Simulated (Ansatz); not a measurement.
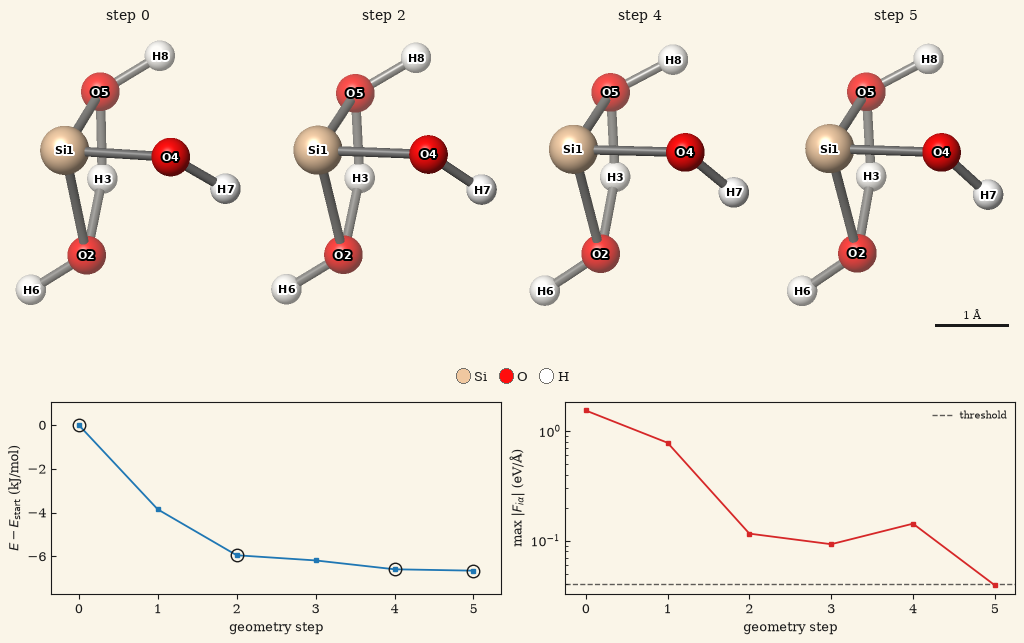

Frames of a constrained relaxation of SiH4O3, marked on the history of the run. Style: ball-and-stick. Shown from a free direction.

The reaction that was planned forms O2–H3 and breaks Si1–O2, Si1–H3 (atoms numbered from 1 in input order).

Method: Ansatz, RKS PBE0-D4/def2-SVP. Settings: held fixed: the distance between atoms 2 (O) and 3 (H), the distance between atoms 1 (Si) and 2 (O), the distance between atoms 1 (Si) and 3 (H), counting from 1; force threshold 0.04 eV/Å; at most 150 steps.

> Describe the path.

Over 5 geometry steps the energy falls by 6.65 kJ/mol. Largest force component: 1.5 eV/Å at the start, 0.039 eV/Å at the end. The atom that moves furthest after the best rigid fit is H7 (0.12 Å). Largest moves by element: H 0.12 Å, O 0.08 Å, Si 0.05 Å. Near-neighbour distances that change, for instance: Si1–O4 1.622 → 1.679 Å, H3–O5 1.216 → 1.184 Å, O2–H6 0.954 → 0.965 Å, O4–H7 0.960 → 0.965 Å. Among the angles between lasting bonds that change: Si1–O4–H7 123.1° → 116.6°, Si1–O5–H8 120.5° → 114.7°, H3–O5–H8 118.1° → 114.3°. Cost: 9 s on 2 threads of Arm Neoverse V1, on a shared host. From step 0 to 2: H8 moves most (0.06 Å), energy −5.95 kJ/mol. From step 2 to 4: H7 moves most (0.08 Å), energy −0.64 kJ/mol. From step 4 to 5: H7 moves most (0.04 Å), energy −0.06 kJ/mol.
